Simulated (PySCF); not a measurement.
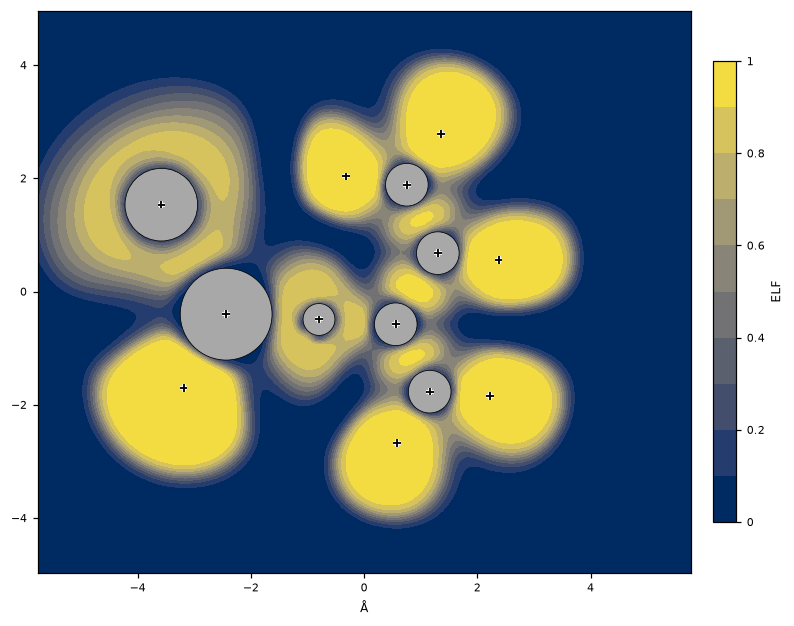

The ELF on a plane through atoms (crosses mark nuclei in the plane; grey discs cover the cores).

Level of theory: PySCF, CAM-B3LYP/def2-SVPD, SCF density, gas phase.

Candidates:
A. C4H11NSSi (SMILES C=C[C@H](C)N[SiH2]S)
B. C4H6AlBrO (SMILES C=CC(=C)[O][AlH][Br])
C. C2H4BrGaO (SMILES C=C[O][GaH][Br])

Question: Which candidate gave the map?

Answer: Candidate B: C4H6AlBrO on the molecular plane, which holds C, O, Al, Br and H. C–C (1.33 Å): the ELF peaks at about 0.95 between the atoms (a short, multiple covalent bond). C–O (1.36 Å): the ELF peaks at about 0.90 between the atoms, as expected for a polar covalent bond.
